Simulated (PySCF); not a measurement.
## A study: C3H4ClN, SMILES `N#CCCCl`

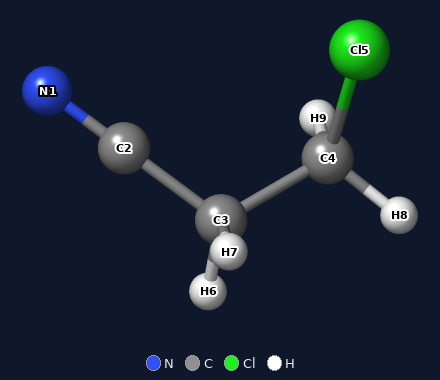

The molecule, with its atoms numbered as below. No frequency check shows the geometry to be a minimum.

Geometry (Å), atoms numbered from 1:

```
N1      -2.3061    0.9383   -0.1771
C2      -1.5890    0.0828    0.0626
C3      -0.6833   -1.0045    0.3506
C4       0.6162   -0.8733   -0.4388
Cl5      1.5325    0.5674    0.0978
H6      -1.1766   -1.9442    0.0831
H7      -0.4749   -1.0098    1.4240
H8       1.2558   -1.7396   -0.2723
H9       0.4216   -0.7504   -1.5043
```

## 1. Bonding charge

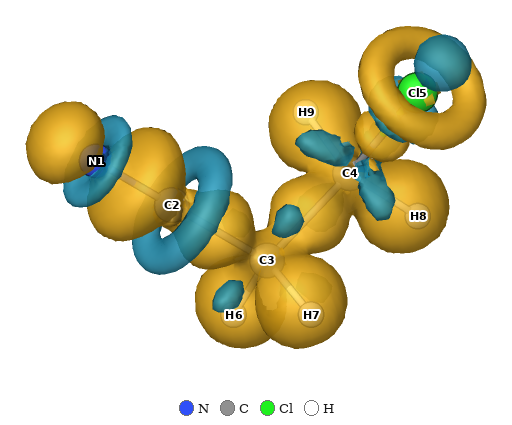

Deformation density (molecule less spherical, spin-averaged free atoms at the same positions), surfaces at ±0.1 e/Å³; yellow: gain, teal: loss.

Level of theory: ωB97X/def2-TZVP (PySCF), at a geometry from GFN2-xTB.

Question: How much density has each bond gained at its critical point, relative to the free atoms?

Answer: N1–C2: +1.07 e/Å³ at the bond critical point (bond length 1.14 Å, Mayer order 3.1). C4–H9: +0.81 e/Å³ at the bond critical point (bond length 1.09 Å, Mayer order 1.0). C4–H8: +0.81 e/Å³ at the bond critical point (bond length 1.09 Å, Mayer order 1.0). C3–H7: +0.76 e/Å³ at the bond critical point (bond length 1.09 Å, Mayer order 1.0). C3–H6: +0.74 e/Å³ at the bond critical point (bond length 1.09 Å, Mayer order 0.9). C2–C3: +0.52 e/Å³ at the bond critical point (bond length 1.44 Å, Mayer order 0.9). C3–C4: +0.51 e/Å³ at the bond critical point (bond length 1.53 Å, Mayer order 1.0). C4–Cl5: +0.20 e/Å³ at the bond critical point (bond length 1.79 Å, Mayer order 1.1). In all, 2.3 electrons gather in the regions of gain relative to the promolecule.

Question: Where do the Hirshfeld charges lie?

Answer: The highest Hirshfeld charge is on H6 (+0.08 e), the lowest on N1 (−0.23 e).

## 2. Bond critical points

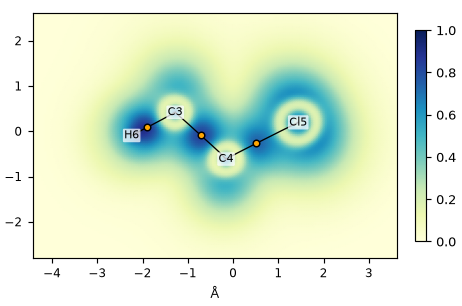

Localised orbital locator (LOL) in the plane of C3, C4, Cl5 and H6, with bond paths and bond critical points (dots).

Question: Rank the bonds in the plane by LOL at their critical points.

Answer: C3–H6: about 0.90; C3–C4: about 0.83; C4–Cl5: about 0.73. Values above 0.5 mark slow, localised electrons, as in shared pairs; low values at a critical point mark a polar or closed-shell contact whose critical point lies between the shells.

Question: Where along C3–H6 does the critical point lie?

Answer: 0.71 Å from C3 and 0.39 Å from H6.

## 3. Electrostatic potential

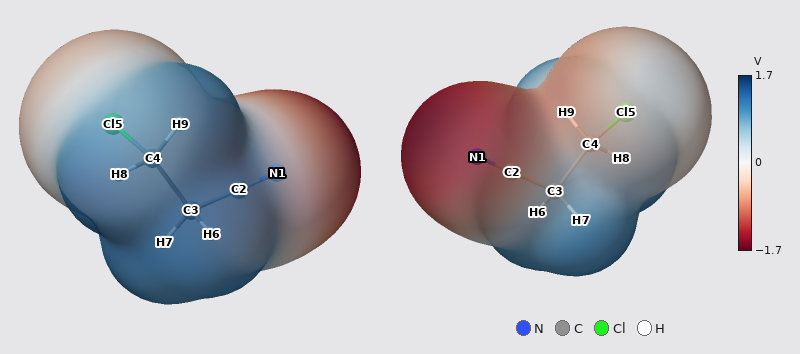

Electrostatic potential on the surface of electron density 0.001 a.u. (back view left, front view right).

Question: Where are the extremes of the potential on the surface?

Answer: Highest: 1.49 V, 1.3 Å from H6. Further maxima include 1.27 V, 1.3 Å from H7; 0.19 V, 2.0 Å from Cl5. Lowest: −1.66 V, 1.9 Å from N1. The surface is sampled at points, so like sites can differ by a few per cent and only the strongest of them is named.

Question: Does Cl5 carry a σ-hole?

Answer: Yes: a local maximum of +0.19 V lies on the extension of the C4–Cl5 bond.

Question: What volume does the surface enclose, and what is the dipole moment?

Answer: About 110 Å³; the dipole moment is 4.6 D.

## 4. Excited states

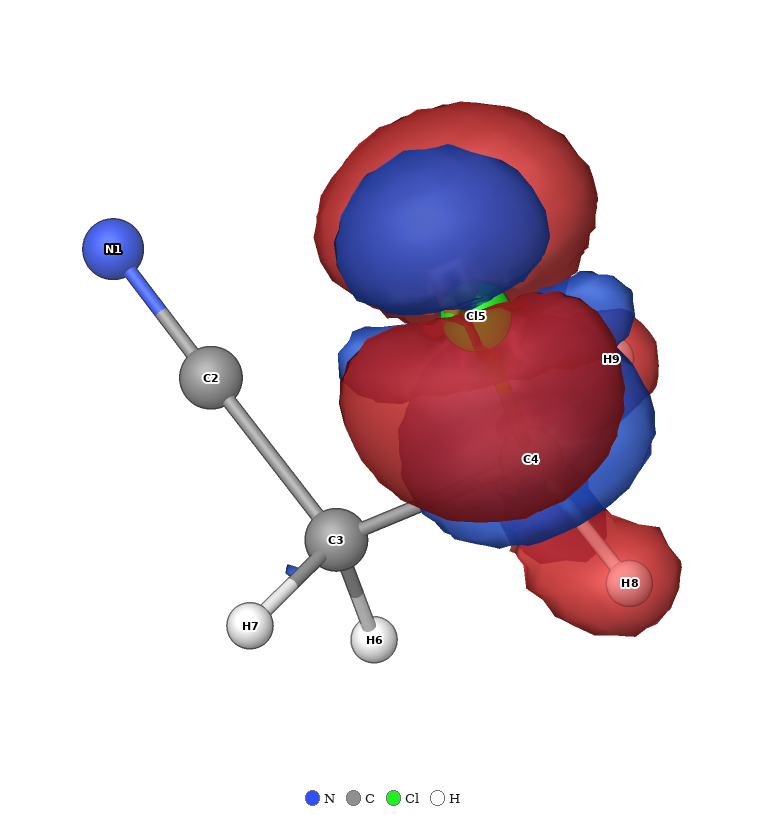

Unrelaxed difference density of S₁ less the ground state (TDA singlet states), ±0.03 e/Å³; blue: gain, red: loss.

Method: CAM-B3LYP/aug-cc-pVDZ; geometry: GFN2-xTB; program: PySCF.

Question: How does the charge move on excitation?

Answer: 0.73 e is displaced in all, of which about 0.4 e passes between atoms: Cl5 (0.40 e) loses electrons and C4 (0.19 e) and H8 (0.05 e) gain them. The state: 7.29 eV (170 nm), f = 0.001 (very weak), partly diffuse acceptor orbital; the leading pair carries 99 %; hole on Cl5 (82 %) and C4 (8 %), electron on Cl5 (42 %), C4 (27 %) and H8 (9 %) (atom shares of so diffuse an orbital are rough); their centroids lie 0.8 Å apart.

## 5. Stretching a bond

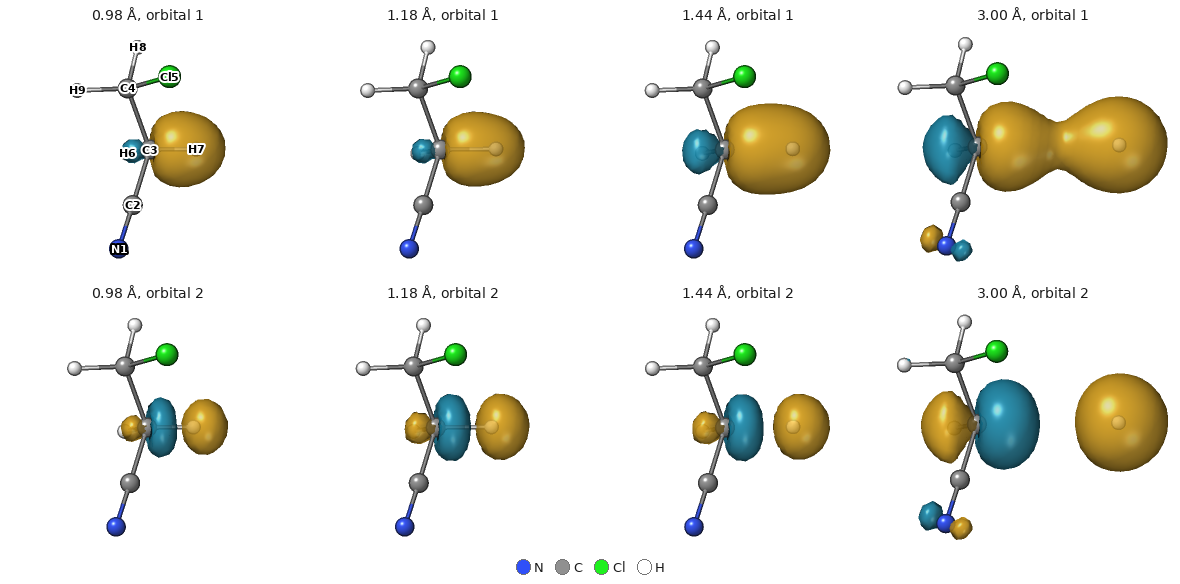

Rigid stretch of the C3–H7 bond. The two CASSCF(2,2) natural orbitals nearest half filling (orbital 1 the more occupied).

PySCF calculation, 6-31G* basis, gas phase; geometry: GFN2-xTB.

Question: How do the occupations change along the stretch?

Answer: 0.98 Å: 1.99 and 0.01; 1.18 Å: 1.98 and 0.02; 1.44 Å: 1.95 and 0.05; 3.00 Å: 1.27 and 0.73. At the longest distance computed (3.00 Å) they are 1.27 and 0.73, and the effective number of unpaired electrons is 1.7.

Question: Where does the UHF solution part from RHF?

Answer: Between 1.44 Å (⟨S²⟩ = 0, the two coincide) and 1.66 Å (⟨S²⟩ = 0.14); at 3.00 Å ⟨S²⟩ is 1.09 and UHF lies 3.8 eV below RHF.

Question: How much energy does the stretch cost?

Answer: By CASSCF, 4.3 eV from the lowest point of the scan (1.07 Å) to 3.00 Å; RHF gives 7.5 eV from its own lowest point. The fragments aren't relaxed and dynamic correlation is missing, so this isn't a bond dissociation energy.

The PySCF runs shown took 26 s, 10 min and 4 min on 1 thread of Arm Neoverse V1 (shared host).
